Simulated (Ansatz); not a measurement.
**Fields on a plane of LaB6 (CaB6 type, space group Pm-3m)**

```xyz
7
Lattice="4.1550 0.0000 0.0000 0.0000 4.1550 0.0000 0.0000 0.0000 4.1550" Properties=species:S:1:pos:R:3 pbc="T T T"
La     0.0000     0.0000     0.0000
B      0.8301     2.0775     2.0775
B      3.3249     2.0775     2.0775
B      2.0775     2.0775     0.8301
B      2.0775     2.0775     3.3249
B      2.0775     0.8301     2.0775
B      2.0775     3.3249     2.0775
```

The slice is a {100} plane (indices of the conventional cell) through the point (0.500, 0.500, 0.200) (fractional), spanned by u = [100] and v = [010] in vectors of this cell: u (4.15 Å) and v (4.15 Å, at 90° to u). It covers one period; positions are fractions (u, v).

Atoms on it: B at (0.00, 0.00). Other atoms lie within 1 Å of the plane.

The numbers are results of PBE (plane waves to 420 eV, PAW, scalar-relativistic; Ansatz, a first-principles code), not measurements. k mesh 11×11×11. These are valence fields of a PAW run, semicore shells included where kept as valence: close to a nucleus they are smooth pseudo fields. LaB6 is run without spin polarisation. LaB6 was relaxed with its symmetry unable to fall.

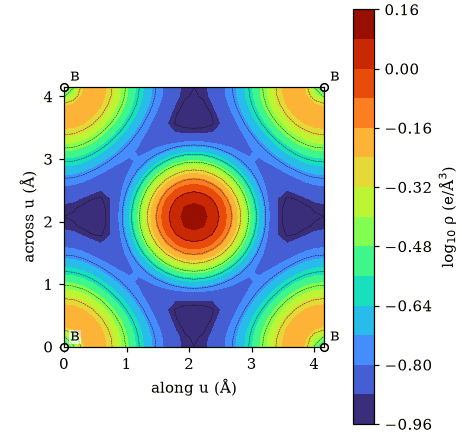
Figure: Log₁₀ of the valence density in e/Å³, one period of the plane, atoms marked. The scale is logarithmic, as a density can span decades between atoms and voids.

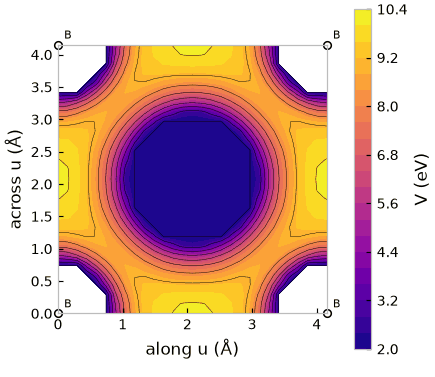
Figure. Electrostatic potential energy of an electron, from the cell's mean, in eV, one period of the plane, atoms marked. Points within 0.7 Å of a nucleus are left white, as the pseudised field means little there. Values under 2 eV are set to 2. The zero, the cell's mean, hangs on the PAW cores.
